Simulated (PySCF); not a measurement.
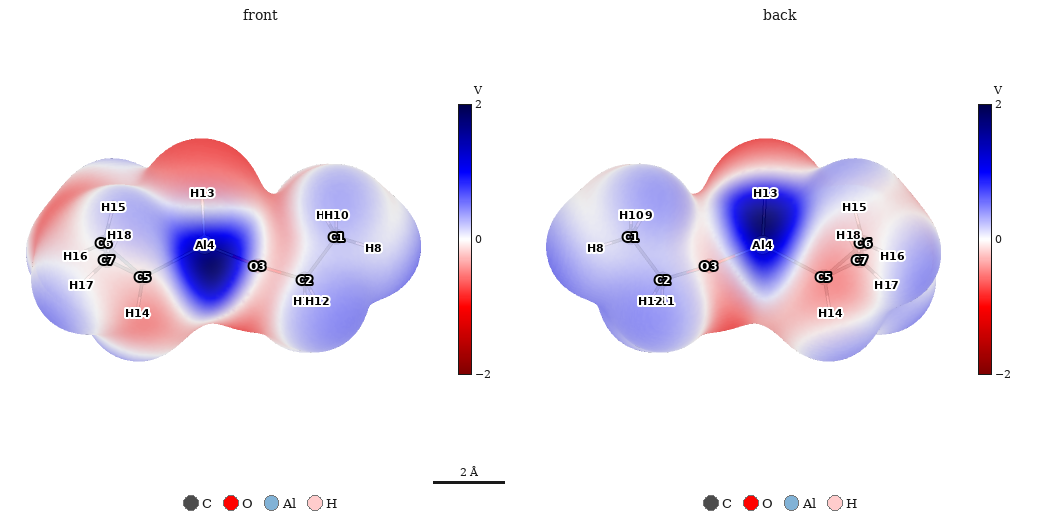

Figure 1: C5H11AlO. The molecular electrostatic potential painted on the density surface at 0.001 e/bohr³, seen from the front and from behind; the colour scale runs from red (negative) to blue (positive).

Geometry: GFN2-xTB.

Method: PBE0/pcSseg-1, SCF density, gas phase, non-relativistic (PySCF).

Input

```
{"job": {"kind": "nmr", "xc": "PBE0", "basis": "pcSseg-1"}, "charge": 0, "multiplicity": 1}
C     -3.543617     0.215864     0.289559
C     -2.531525    -0.132570    -0.794113
O     -1.222029     0.029143    -0.330511
Al     0.259539     0.266393     0.337964
C      2.006665    -0.459108    -0.249295
C      2.948685    -0.682480     0.918740
C      3.149720     0.495196     0.040274
H     -4.554891     0.081134    -0.085465
H     -3.392824    -0.426576     1.154065
H     -3.409503     1.249229     0.600040
H     -2.668905    -1.173255    -1.111259
H     -2.679953     0.516793    -1.665668
H      0.314552     1.166709     1.578714
H      2.186091    -1.121006    -1.096315
H      2.569856    -0.497036     1.917516
H      3.655334    -1.498521     0.868028
H      3.997907     0.508080    -0.629433
H      2.906139     1.468329     0.451223
```

Command:

```sh
OMP_NUM_THREADS=1 python probes_run.py task.json out
```

Question: Describe the electrostatic potential map.

Answer: The most negative region (about −0.7 V, or −16 kcal/mol for a unit charge) lies over O3 and H13, the most positive (about +1.7 V, or +39 kcal/mol for a unit charge) over Al4.

Question: How polar is the molecule by this calculation?

Answer: Its dipole moment is 1.06 D.
